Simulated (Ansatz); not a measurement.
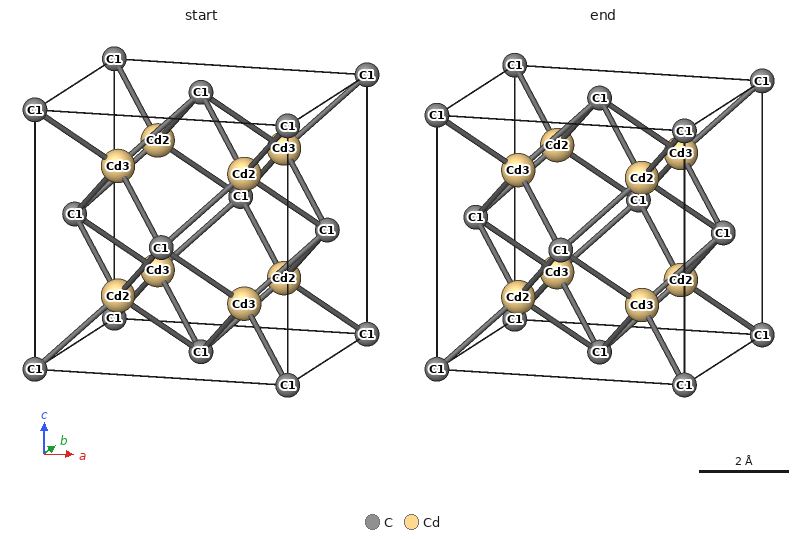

The structure of solid Cd2C (a generated structure, set up in Fm-3m) before (left) and after (right) a relaxation, at one scale.

The picture is a ball-and-stick view of the conventional cell (4 times the calculation's cell), seen slightly off an axis. Lengths and directions refer to the drawn axes.

Case: cell and atoms relaxed from a first guess.

All numbers below come from Ansatz, DFT, PBE, PAW with Ansatz's default frozen-core files, scalar-relativistic. Settings: plane-wave cutoff 420 eV; k-point mesh 10 × 10 × 10; occupations fermi dirac; smearing width 0.03 eV; no spin polarisation; cell and atoms relaxed; force threshold 0.005 eV/Å; at most 80 steps.

What changed between the two?

The atoms keep their places relative to the cell (all moves are under 0.005 Å). The drawn cell changes as follows: a = b = c 6.011 → 5.887 Å (−2.1 %); the volume changes by −6.1 %. Near-neighbour distances that change, for instance: C1–Cd2 2.603 → 2.549 Å. The space group stays Fm-3m (No. 225). Over 4 accepted moves (6 points after the start) the energy falls by 16.3 meV per atom. All forces vanish by symmetry, so only the cell relaxes. The pressure goes from −4.47 to 0.00 GPa. At 2 points the geometry stayed and the basis and grid were re-selected for the new cell (energy shift of 0.9 meV per atom at most each time).
